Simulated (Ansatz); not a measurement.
# Dielectric response of BaTiO3 (001), TiO2 faces films, part 2 of 4

How well do thin perovskite BaTiO3 (001), TiO2 faces films screen a perpendicular field?

Ansatz 0.2.0; plane-wave DFT, LDA, Ansatz PAW.

So far. Step 2 (Relaxation, 13 atoms, units 2): The gap is 0.97 eV, with the valence edge 5.83 eV and the conduction edge 4.86 eV under the upper vacuum level.

## (3) Atoms held, 13 atoms, units 2, field 0.1 V/Å

A sawtooth potential applies the field, turning back in the middle of the vacuum. With the dipole correction the typed value is the field outside the slab. The induced dipole is small, so the SCF threshold is tight.

input.yaml reads:

```yaml
crystal:
  lattice:
    - [4.0, 0.0, 0.0]
    - [0.0, 4.0, 0.0]
    - [0.0, 0.0, 26.0]
  atoms:
    - { symbol: Ti, position: [0.5, 0.5, 0.3547307996] }
    - { symbol: O, position: [0.0, 0.5, 0.351523372] }
    - { symbol: O, position: [0.5, 0.0, 0.351523372] }
    - { symbol: Ba, position: [0.0, 0.0, 0.4219070475] }
    - { symbol: O, position: [0.5, 0.5, 0.4249615296] }
    - { symbol: Ti, position: [0.5, 0.5, 0.5000000007] }
    - { symbol: O, position: [0.0, 0.5, 0.4999999974] }
    - { symbol: O, position: [0.5, 0.0, 0.4999999974] }
    - { symbol: Ba, position: [0.0, 0.0, 0.578092948] }
    - { symbol: O, position: [0.5, 0.5, 0.5750384742] }
    - { symbol: Ti, position: [0.5, 0.5, 0.6452692031] }
    - { symbol: O, position: [0.0, 0.5, 0.6484766292] }
    - { symbol: O, position: [0.5, 0.0, 0.6484766292] }
kpoints:
  mp_grid: { grid: [8, 8, 1] }
hamiltonian:
  xc: lda
scf:
  occupations: { method: fixed }
  convergence: { dr2_threshold: 1.0e-10 }
efield:
  axis: 3
  dipole_correction: true
  ramp_position: 0.9645
  ramp_width: 0.071
  amplitude: 0.1
output:
  write_potential: true
  write_density: true
  volumetric_format: npy
```

Run with:

```
> ansatz run input.yaml --threads 4 --pin off --max-ram 12288MiB --backend cpu --events-out ev --progress --plain --runs-dir out
```

Numbers of over 12 decimals in the logs are rounded to 6 here.

Output:

```text
[...]
Crystal: 13 atoms, lattice volume = 416.000 Å³
Basis set: ecut = 420 eV, 8151 PW (Γ)
Bands: 65, of which v1, the nominal top of the filled ones, is band 52 counted from 1 (51 counted from 0)
Symmetry: 8 space group operations
k-points: 15 of 64
[...]
SCF iter   1: F=—  HF=-23389.796886 eV  |F-HF|=—  |Δ(HF+E_count)|=         —  Δρ=1.20e-1  dr2=7.20e1  ethr=3.10e-3  p=0.093 e·Å  D=4.05e-2 V/Å  ΔV_dip=-1.05 eV  dr2_dipole=1.65e-3  V_vac-E_F(+/−)=13.43/12.14 eV  ⟨swp⟩=6.3  Hψ=3987  notcnv=0  defer=147
[...]
SCF iter  17: F=-23371.140791 eV  HF=-23371.140791 eV  |F-HF|=5.82e-11  |Δ(HF+E_count)|=  2.91e-11  Δρ=1.44e-7  dr2=7.10e-11  ethr=1.00e-12  p=0.075 e·Å  D=3.27e-2 V/Å  ΔV_dip=-0.85 eV  dr2_dipole=6.70e-15  V_vac-E_F(+/−)=6.49/4.99 eV  ⟨swp⟩=17.1  Hψ=5005  notcnv=0
SCF 1 converged in 17 iterations: F = -23371.140791 eV  dr2 = 7.10e-11
[...]
SCF converged after 17 iterations
[...]
Free energy (F): -23371.140791 eV
[...]
Internal energy: -23371.140791 eV  (E = F + TS)
E sigma→0 (E₀):  -23371.140791 eV
Fermi energy:    0.364048 eV
Dipole field:    D = 0.032685 V/Å  (p = 0.075142 e·Å, saw-weighted, corrected)
Work function:   not extracted (applied field tilts the vacuum); planar V_es + V_field profile in the machine report
[...]
--- Band table (eV; the first three rows and the last of 15) ---
  k-point 0: bands = [... 48 lower, -0.3468, -0.3468, -0.2227, -0.2227, 1.2734, 1.3797, 1.3797, 1.6980, ... 9 higher]
  k-point 1: bands = [... 48 lower, -0.5751, -0.5679, -0.4529, -0.4511, 1.3838, 1.5924, 1.6624, 2.0244, ... 9 higher]
  k-point 2: bands = [... 48 lower, -0.9927, -0.8625, -0.7755, -0.6421, 1.4115, 2.2208, 2.2663, 2.4460, ... 9 higher]
  k-point 14: bands = [... 48 lower, -0.6783, -0.4014, 0.2483, 0.3640, 3.0867, 3.0867, 3.5530, 3.6099, ... 9 higher]
```

It took 23 s on 4 threads of Arm Neoverse V1, shared host; peak memory 1.1 GiB.

The column dr2 measures how far the density is from self-consistency, as an energy; F and HF (Harris–Foulkes) agree once it is small.

This step gave:

* gap on the k-mesh: 0.9094 eV
* dipole along the normal: 0.07514 e·Å

The dipole is 0.0751 e·Å, and the gap on the mesh 0.909 eV.

## (4) Atoms held, 13 atoms, units 2, field -0.1 V/Å

input.yaml, as its differences from that of step 3:

```diff
@@ -31,3 +31,3 @@
   ramp_width: 0.071
-  amplitude: 0.1
+  amplitude: -0.1
 output:
```

Output:

```text
[...]
Crystal: 13 atoms, lattice volume = 416.000 Å³
Basis set: ecut = 420 eV, 8151 PW (Γ)
Bands: 65, of which v1, the nominal top of the filled ones, is band 52 counted from 1 (51 counted from 0)
Symmetry: 8 space group operations
k-points: 15 of 64
[...]
k-point 0: bands = [... 48 lower, -0.3468, -0.3468, -0.2227, -0.2227, 1.2734, 1.3797, 1.3797, 1.6980, ... 9 higher]
  k-point 1: bands = [... 48 lower, -0.5751, -0.5679, -0.4529, -0.4511, 1.3838, 1.5924, 1.6624, 2.0244, ... 9 higher]
  k-point 2: bands = [... 48 lower, -0.9927, -0.8625, -0.7755, -0.6421, 1.4115, 2.2208, 2.2663, 2.4460, ... 9 higher]
  k-point 14: bands = [... 48 lower, -0.6783, -0.4014, 0.2483, 0.3640, 3.0867, 3.0867, 3.5530, 3.6099, ... 9 higher]
[key lines of the parts left out:]
SCF converged after 17 iterations
Free energy (F): -23371.140791 eV
Fermi energy:    0.364049 eV
Dipole field:    D = -0.032686 V/Å  (p = -0.075143 e·Å, saw-weighted, corrected)
```

Run time: 23 s. Hardware: 4 threads; peak memory 1.1 GiB.

The dipole is -0.0751 e·Å, and the gap on the mesh 0.909 eV.

## (5) Response with the atoms held, 13 atoms, units 2

This step: plane-wave DFT, LDA, Ansatz PAW; response to a field along the normal, atoms held (Ansatz 0.2.0).

The two fields give this film's response with the atoms held: the electronic part.

Numbers from this step:

```
equivalent conductor thickness p/(ε₀AE) : 8.498 Å
distance between the outer atoms        : 7.721 Å
thickness                               : 10 Å
```

Local field over the applied field, running mean. From the potentials at -0.1 and 0.1 V/Å; running mean over 4.0 Å, taken twice. Local field over applied field against z:

```
z (Å)  local field over applied field
    5                           0.964
    6                           0.885
    7                           0.753
    8                           0.575
    9                           0.395
   10                           0.263
   11                           0.186
   12                           0.159
   13                           0.156
   14                           0.159
   15                           0.186
   16                           0.263
   17                           0.395
   18                           0.575
   19                           0.753
   20                           0.885
   21                           0.964
```

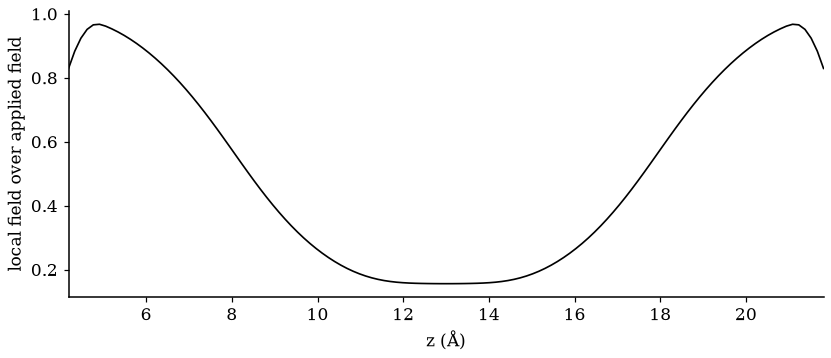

Local field over applied field against z.

The induced electron density oscillates, so the rows of the table below give means over windows of 2.02 Å about each position, cut where the curve ends. Its maxima inside the range that stand out by 2 % of the span (Å: e/Å³ per V/Å): 8.4: 0.00370, 9.2: 8.5e-4, 10.4: 6.7e-4, 12.4: 0.00130, 14.3: 0.00116, 16.3: 8.7e-4, 17.0: -4.7e-4. Its minima: 9.0: 4.7e-4, 9.7: -8.7e-4, 11.7: -0.00116, 13.6: -0.00130, 15.6: -6.7e-4, 16.8: -8.5e-4, 17.6: -0.00370.

Electrons, planar mean, per unit field. Induced electron density against z; means over each step:

```
z (Å)  induced electron density (e/Å³ per V/Å)
 5.20                                   2.4e-5
 7.22                                  0.00134
 9.24                                   9.6e-4
11.26                                  -1.7e-4
13.28                                   9.5e-5
15.30                                   1.2e-4
17.32                                 -0.00180
19.34                                  -5.6e-4
21.36                                  -8.6e-6
```

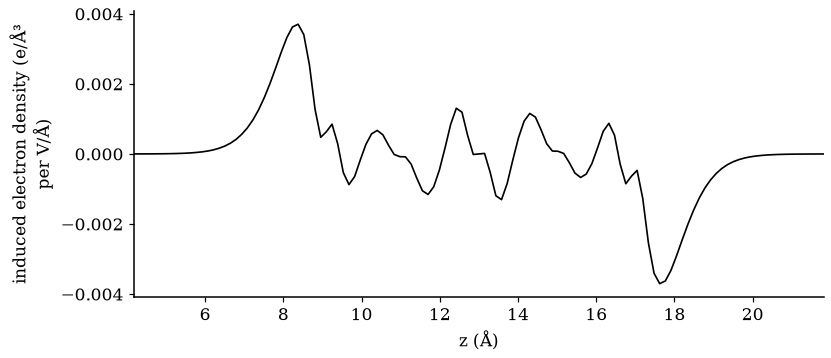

Induced electron density against z.

By hand: between -0.1 and 0.1 V/Å the dipole changes by 0.1503 e·Å, a slope of 0.7514 e·Å²/V. A perfect conductor of thickness t has p = ε₀AEt, so t = 180.95 × 0.7514 / 16.000 = 8.50 Å (e/ε₀ = 180.95 V·Å, A in Å²).

The induced dipole is that of a conductor 8.50 Å thick.

## (6) Field on, atoms free, 13 atoms, field 0.03 V/Å

This step: plane-wave DFT, LDA, Ansatz PAW (Ansatz 0.2.0).

Now the atoms may follow the field. A weak field makes forces of meV/Å to tens of meV/Å, so the force tolerance is set well below the usual one.

input.yaml, as its differences from that of step 4:

```diff
@@ -29,5 +29,8 @@
   dipole_correction: true
-  ramp_position: 0.9645
-  ramp_width: 0.071
-  amplitude: -0.1
+  ramp_position: 0.97
+  ramp_width: 0.06
+  amplitude: 0.03
+relax:
+  f_tol: 0.0006
+  max_steps: 70
 output:
```

Output:

```text
[...]
Crystal: 13 atoms, lattice volume = 416.000 Å³
Basis set: ecut = 420 eV, 8151 PW (Γ)
Bands: 65, of which v1, the nominal top of the filled ones, is band 52 counted from 1 (51 counted from 0)
Symmetry: 8 space group operations
k-points: 15 of 64
[...]
SCF iter   1: F=—  HF=-23389.792576 eV  |F-HF|=—  |Δ(HF+E_count)|=         —  Δρ=1.20e-1  dr2=7.21e1  ethr=3.10e-3  p=0.028 e·Å  D=1.22e-2 V/Å  ΔV_dip=-0.32 eV  dr2_dipole=1.45e-4  V_vac-E_F(+/−)=13.01/12.61 eV  ⟨swp⟩=6.4  Hψ=3885  notcnv=0  defer=145
[...]
SCF iter  18: F=-23371.137373 eV  HF=-23371.137373 eV  |F-HF|=2.55e-11  |Δ(HF+E_count)|=  5.09e-11  Δρ=9.09e-8  dr2=3.01e-11  ethr=1.00e-12  p=0.023 e·Å  D=9.81e-3 V/Å  ΔV_dip=-0.25 eV  dr2_dipole=3.72e-14  V_vac-E_F(+/−)=6.03/5.57 eV  ⟨swp⟩=7.1  Hψ=5246  notcnv=0
SCF 1 converged in 18 iterations: F = -23371.137373 eV  dr2 = 3.01e-11
[...]
relax step   1: F+E_penalty+E_count = -23371.13737251 eV  Δ(F+E_penalty+E_count) = +0.000e0 eV  max|allowed force component| = 3.438e-2 eV/Å  Δτ_max = 0.0000 Å  (18 SCF iters, accepted)
[...]
SCF iter  11: F=-23371.137268 eV  HF=-23371.137268 eV  |F-HF|=3.64e-12  |Δ(HF+E_count)|=  1.46e-11  Δρ=6.64e-8  dr2=1.46e-11  ethr=1.00e-12  p=0.029 e·Å  D=1.28e-2 V/Å  ΔV_dip=-0.33 eV  dr2_dipole=4.90e-13  V_vac-E_F(+/−)=5.99/5.61 eV  ⟨swp⟩=7.4  Hψ=5219  notcnv=0
SCF 2 converged in 11 iterations: F = -23371.137268 eV  dr2 = 1.46e-11
relax step   2: F+E_penalty+E_count = -23371.13726767 eV  Δ(F+E_penalty+E_count) = +1.048e-4 eV  max|allowed force component| = 4.066e-2 eV/Å  Δτ_max = 0.0042 Å  (11 SCF iters, rejected (line search))
SCF iter   1: F=—  HF=-23371.137218 eV  |F-HF|=—  |Δ(HF+E_count)|=         —  Δρ=9.83e-5  dr2=1.93e-4  ethr=3.52e-6  p=0.029 e·Å  D=1.28e-2 V/Å  ΔV_dip=-0.33 eV  dr2_dipole=7.97e-5  V_vac-E_F(+/−)=6.00/5.62 eV  ⟨swp⟩=2.7  Hψ=1624  notcnv=0  defer=164
[...]
SCF iter   9: F=-23371.137418 eV  HF=-23371.137418 eV  |F-HF|=5.46e-11  |Δ(HF+E_count)|=  3.64e-11  Δρ=1.47e-7  dr2=8.01e-11  ethr=1.00e-12  p=0.026 e·Å  D=1.14e-2 V/Å  ΔV_dip=-0.30 eV  dr2_dipole=7.29e-12  V_vac-E_F(+/−)=6.02/5.61 eV  ⟨swp⟩=7.9  Hψ=5476  notcnv=0
SCF 3 converged in 9 iterations: F = -23371.137418 eV  dr2 = 8.01e-11
relax step   3: F+E_penalty+E_count = -23371.13741799 eV  Δ(F+E_penalty+E_count) = -4.549e-5 eV  max|allowed force component| = 1.576e-2 eV/Å  Δτ_max = 0.0009 Å  (9 SCF iters, accepted)
[...]
relax step   4: F+E_penalty+E_count = -23371.13742538 eV  Δ(F+E_penalty+E_count) = -7.383e-6 eV  max|allowed force component| = 8.560e-3 eV/Å  Δτ_max = 0.0004 Å  (8 SCF iters, accepted)
[...]
relax step   5: F+E_penalty+E_count = -23371.13742555 eV  Δ(F+E_penalty+E_count) = -1.737e-7 eV  max|allowed force component| = 1.605e-2 eV/Å  Δτ_max = 0.0009 Å  (8 SCF iters, accepted)
SCF iter   1: F=—  HF=-23371.137194 eV  |F-HF|=—  |Δ(HF+E_count)|=         —  Δρ=2.67e-5  dr2=1.24e-5  ethr=8.26e-8  p=0.027 e·Å  D=1.18e-2 V/Å  ΔV_dip=-0.31 eV  dr2_dipole=4.73e-6  V_vac-E_F(+/−)=6.02/5.61 eV  ⟨swp⟩=2.0  Hψ=1402  notcnv=0  defer=151
[...]
SCF iter   7: F=-23371.137430 eV  HF=-23371.137430 eV  |F-HF|=9.09e-11  |Δ(HF+E_count)|=  2.18e-10  Δρ=1.76e-7  dr2=8.12e-11  ethr=1.00e-12  p=0.026 e·Å  D=1.15e-2 V/Å  ΔV_dip=-0.30 eV  dr2_dipole=5.09e-13  V_vac-E_F(+/−)=6.03/5.61 eV  ⟨swp⟩=6.2  Hψ=6290  notcnv=0
SCF 6 converged in 7 iterations: F = -23371.137430 eV  dr2 = 8.12e-11
relax step   6: F+E_penalty+E_count = -23371.13743003 eV  Δ(F+E_penalty+E_count) = -4.483e-6 eV  max|allowed force component| = 2.861e-4 eV/Å  Δτ_max = 0.0005 Å  (7 SCF iters, accepted)
NSCF: frozen V_eff on 15 k-points
the band table was solved once a step of the walk had ended and its energy, with any forces and stress, was formed, with the checks that follow a solve (5895 applications of the Hamiltonian). They found nothing against the state; the energy, forces and stress were not computed again (output.eigenvalues in the input reference)
[...]
SCF converged after 7 iterations
[...]
Free energy (F): -23371.137430 eV
[...]
Internal energy: -23371.137430 eV  (E = F + TS)
E sigma→0 (E₀):  -23371.137430 eV
Fermi energy:    0.307467 eV
Dipole field:    D = 0.011471 V/Å  (p = 0.026372 e·Å, saw-weighted, corrected)
Work function:   not extracted (applied field tilts the vacuum); planar V_es + V_field profile in the machine report
[...]
--- Forces (eV/Å), atoms counted from 1 ---
  atom   1  Ti    -0.00000000     0.00000000     0.00020912
  atom   2  O      0.00000000     0.00000000     0.00001085
  atom   3  O     -0.00000000     0.00000000     0.00001085
  atom   4  Ba     0.00000000     0.00000000    -0.00008211
  atom   5  O      0.00000000     0.00000000    -0.00001191
  atom   6  Ti     0.00000000     0.00000000    -0.00013023
  atom   7  O     -0.00000000     0.00000000    -0.00007727
  atom   8  O     -0.00000000     0.00000000    -0.00007727
  atom   9  Ba     0.00000000     0.00000000    -0.00003970
  atom  10  O      0.00000000     0.00000000    -0.00015262
  atom  11  Ti    -0.00000000     0.00000000     0.00028852
  atom  12  O      0.00000000     0.00000000     0.00004144
  atom  13  O      0.00000000     0.00000000     0.00004144
  max |Σ_I F_I| component: 3.11e-5 eV/Å
--- Band table (eV; the first three rows and the last of 15) ---
  k-point 0: bands = [... 48 lower, -0.3118, -0.3118, -0.2573, -0.2573, 1.2737, 1.3809, 1.3809, 1.7442, ... 9 higher]
  k-point 1: bands = [... 48 lower, -0.5411, -0.5272, -0.4934, -0.4847, 1.3850, 1.5926, 1.6639, 2.0758, ... 9 higher]
  k-point 2: bands = [... 48 lower, -0.9637, -0.8913, -0.7532, -0.6656, 1.4127, 2.2210, 2.2685, 2.4477, ... 9 higher]
  k-point 14: bands = [... 48 lower, -0.6811, -0.4014, 0.3057, 0.3075, 3.0882, 3.0882, 3.5533, 3.6172, ... 9 higher]
--- Relaxed structure (6 steps of the walk, 5 accepted, 0 SCFs on fresh bases) ---
  F+E_penalty+E_count = -23371.13743003 eV   max|allowed force component| = 2.861e-4 eV/Å
  atoms:
    - { symbol: Ti, position: [0.5, 0.5, 0.354754] }
    - { symbol: O, position: [0, 0.5, 0.351498] }
    - { symbol: O, position: [0.5, 0.0, 0.351498] }
    - { symbol: Ba, position: [0, 0.0, 0.421927] }
    - { symbol: O, position: [0.5, 0.5, 0.424959] }
    - { symbol: Ti, position: [0.5, 0.5, 0.500037] }
    - { symbol: O, position: [0, 0.5, 0.499994] }
    - { symbol: O, position: [0.5, 0.0, 0.499994] }
    - { symbol: Ba, position: [0, 0.0, 0.578110] }
    - { symbol: O, position: [0.5, 0.5, 0.575035] }
    - { symbol: Ti, position: [0.5, 0.5, 0.645292] }
    - { symbol: O, position: [0, 0.5, 0.648451] }
    - { symbol: O, position: [0.5, 0.0, 0.648451] }
```

Elapsed: 69 s, on 4 threads; peak memory 0.98 GiB; 4.5 min of CPU time.

No atom moved by 0.005 Å in the relaxation.

This step gave:

```yaml
gap_on_the_k_mesh: 0.9662 eV
dipole_along_the_normal: 0.02637 e·Å
```

The relaxation took 6 steps and lowered the energy by 5.8e-5 eV; the largest force on the free atoms ends at 2.9e-4 eV/Å.

The dipole is 0.0264 e·Å, and the gap on the mesh 0.966 eV.

## (7) Field on, atoms free, 13 atoms, field -0.03 V/Å

The opposite sign, again from the field-free geometry; the difference of the two cancels what relaxes without a field.

input.yaml, as its differences from that of step 6:

```diff
@@ -31,3 +31,3 @@
   ramp_width: 0.06
-  amplitude: 0.03
+  amplitude: -0.03
 relax:
```

Output:

```text
[...]
Crystal: 13 atoms, lattice volume = 416.000 Å³
Basis set: ecut = 420 eV, 8151 PW (Γ)
Bands: 65, of which v1, the nominal top of the filled ones, is band 52 counted from 1 (51 counted from 0)
Symmetry: 8 space group operations
k-points: 15 of 64
[...]
- { symbol: Ba, position: [0, 0.0, 0.421890] }
    - { symbol: O, position: [0.5, 0.5, 0.424965] }
    - { symbol: Ti, position: [0.5, 0.5, 0.499963] }
    - { symbol: O, position: [0, 0.5, 0.500006] }
    - { symbol: O, position: [0.5, 0.0, 0.500006] }
    - { symbol: Ba, position: [0, 0.0, 0.578073] }
    - { symbol: O, position: [0.5, 0.5, 0.575041] }
    - { symbol: Ti, position: [0.5, 0.5, 0.645246] }
    - { symbol: O, position: [0, 0.5, 0.648502] }
    - { symbol: O, position: [0.5, 0.0, 0.648502] }
[key lines of the parts left out:]
SCF converged after 7 iterations
Free energy (F): -23371.137430 eV
Fermi energy:    0.307467 eV
Dipole field:    D = -0.011471 V/Å  (p = -0.026372 e·Å, saw-weighted, corrected)
```

Run time: 69 s. Hardware: 4 threads; peak memory 0.99 GiB; 4.5 min of CPU time.

Hardly anything moved in the relaxation; the energy changed by under 0.2 meV an atom.

The relaxation took 6 steps and lowered the energy by 5.8e-5 eV; the largest force on the free atoms ends at 2.9e-4 eV/Å.

The dipole is -0.0264 e·Å, and the gap on the mesh 0.966 eV.

## (8) Response with the atoms relaxed, 13 atoms, units 2

This step: plane-wave DFT, LDA, Ansatz PAW; response to a field along the normal, atoms relaxed (Ansatz 0.2.0).

The two relaxed runs give the static response.

Numbers from this step:

```
equivalent conductor thickness p/(ε₀AE) : 9.942 Å
```

Local field over the applied field, running mean. From the potentials at -0.03 and 0.03 V/Å; running mean over 4.0 Å, taken twice. Table of local field over applied field by z:

```
z (Å)  local field over applied field
    5                           0.956
    6                           0.869
    7                           0.714
    8                           0.501
    9                           0.305
   10                           0.131
   11                          0.0435
   12                          0.0196
   13                        -0.00765
   14                          0.0196
   15                          0.0435
   16                           0.131
   17                           0.305
   18                           0.501
   19                           0.714
   20                           0.869
   21                           0.956
```

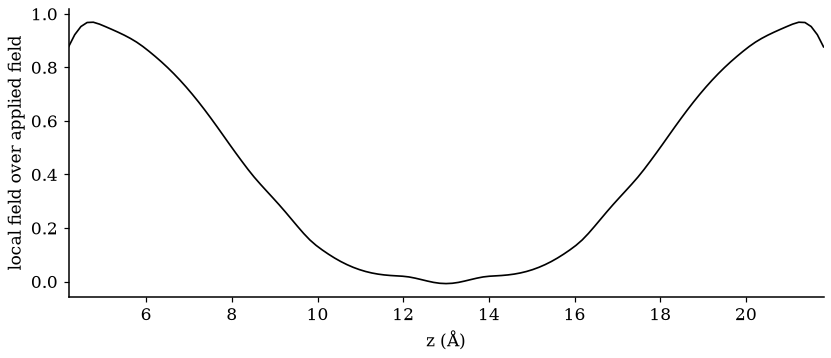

Local field over applied field against z.

The induced dipole is that of a conductor 9.94 Å thick.

(Continued in part 3 of 4.)

[Logs are printed without paths, hosts, clocks, repeated set-up lines and the standing remarks that a program may print on its own settings, such as how far it seeks lower states.]

[Hosts, paths, dates, database ids (printed as entryN), source tags and the programs' standing remarks are cut or masked in the printed files.]

[Maps of the electrostatic potential energy from Ansatz leave out the sawtooth potential of an applied field or a dipole correction, so their vacuum need not be flat; planar profiles and work functions include it.]
